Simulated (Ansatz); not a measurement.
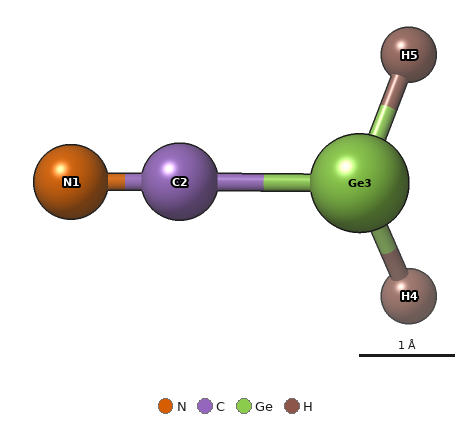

Fig. 1: The structure (ball-and-stick view, seen on its broad side; atoms are numbered from 1 in the order of the input). Sticks mark near contacts.

# CH$_{2}$GeN: a changed input and its effect

System: CH$_{2}$GeN, multiplicity 2.
Method of run 1: UKS SPW92/def2-TZVPP (Ansatz 0.2.0).

The geometry comes from this level: PBE0-D4/def2-TZVP. Text and figures count atoms from 1; the logs count them from 0 in places.

### The input, run 1
```yaml
crystal:
  periodic: [false, false, false]
  atoms:
    - {symbol: N, position_ang: [1.590708, -1.029346, 1.293199]}
    - {symbol: C, position_ang: [0.838421, -0.535941, 0.570354]}
    - {symbol: Ge, position_ang: [-0.315887, 0.241357, -0.740108]}
    - {symbol: H, position_ang: [-1.658949, -0.498021, -0.695906]}
    - {symbol: H, position_ang: [-0.404293, 1.748351, -0.468940]}
basis:
  gaussian: {orbitals: def2-TZVPP}
magnetization: {spin_polarized: true, initial_magnetization: 1}
hamiltonian: {xc: lda}
output: {orbitals: {seedname: orbitals}}
```

Hardware: 2 CPU threads, shared host.

### Output (run 1)
```
Functional definition: SPW92
  exchange = slater_x
  correlation = pw_c
811 factors; their error is unknown
mean field evaluation 1: about -58958.7847 eV, gradient 4.8e1 eV
mean field evaluation 2: about -58799.7827 eV, gradient 1.4e2 eV
mean field evaluation 4: about -58962.9223 eV, gradient 3.8e1 eV
mean field evaluation 8: about -58968.6855 eV, gradient 9.3e-2 eV
mean field evaluation 16: about -58968.6711 eV, gradient 3.5e-4 eV
mean field -58968.67112244 eV, -2167.0586933486 hartree, gradient 7.3e-5 eV, S^2 0.751141; 0 other end points of the search recorded, 0 dependent functions left out
reference -58968.67115184 eV, -2167.0586944292 hartree; 24, 23 occupied and 114, 115 virtual orbitals, 811 factors
Total energy: -58968.67115184 eV, -2167.0586944292 hartree
```

The input of run 2 differs as follows (lines with − go, lines with + come):
```diff
-hamiltonian: {xc: lda}
+hamiltonian: {xc: {name: BLYP}, dispersion: d4}
```

How does run 2 compare with run 1?

The total energies belong to different models, so their difference says nothing on which is more stable or more accurate. The HOMO goes from −6.12 to −5.86 eV. The LUMO goes from −5.13 to −4.77 eV.

### Output (run 2)
```
Functional definition: BLYP
  parameter beta = 0.0042
  parameter a = 0.04918
  parameter b = 0.132
  parameter c = 0.2533
  parameter d = 0.349
  exchange = b88_x(beta = beta)
  correlation = lyp_c(a = a, b = b, c = c, d = d)
811 factors; their error is unknown
mean field evaluation 1: about -59066.9298 eV, gradient 5.0e1 eV
mean field evaluation 2: about -58892.6703 eV, gradient 1.5e2 eV
mean field evaluation 4: about -59071.6072 eV, gradient 3.9e1 eV
mean field evaluation 8: about -59077.8806 eV, gradient 1.1e-1 eV
mean field evaluation 16: about -59077.8657 eV, gradient 8.1e-4 eV
mean field -59077.86568044 eV, -2171.0715193404 hartree, gradient 4.6e-5 eV, S^2 0.751621; 0 other end points of the search recorded, 0 dependent functions left out
reference -59077.86596969 eV, -2171.0715299704 hartree; 24, 23 occupied and 114, 115 virtual orbitals, 811 factors
Total energy: -59078.04693462 eV, -2171.0781803089 hartree
```

### The two runs side by side

| quantity | run 1 | run 2 |
| --- | --- | --- |
| outcome | converged | converged |
| total energy (hartree) | −2167.058694 | −2171.078180 |
| HOMO (eV) | −6.12 | −5.86 |
| LUMO (eV) | −5.13 | −4.77 |
| ⟨S²⟩ | 0.751 | 0.752 |
| basis functions | 138 | 138 |
| wall time (shared host) | 1.1 s | 2.1 s |
